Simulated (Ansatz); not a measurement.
Consider ZnSe in the zinc blende structure (space group F-43m, No. 216; a = 5.633 Å).

Perturbation: cell and atoms relaxed at a pressure of 4.5 GPa.

The values are results of Kohn–Sham DFT with the PBEsol functional, run in Ansatz (a program for electronic structure) with PAW and 420 eV plane waves, no spin-orbit coupling, not measurements.

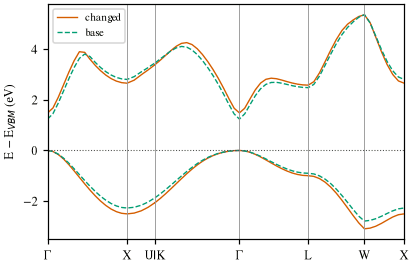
Figure. Highest valence and lowest conduction band along the path, each from its own valence-band maximum

The gap is 1.48 eV, direct at Γ; the base has 1.24 eV.

Load acts through the strain it causes; cell and atoms are relaxed under it. Whether these cells are dynamically stable was not tested. Tetrahedral semiconductors of this kind turn to denser phases somewhere between about 1 and 50 GPa; those were not computed, so compressed cells here can lie past the real transition.
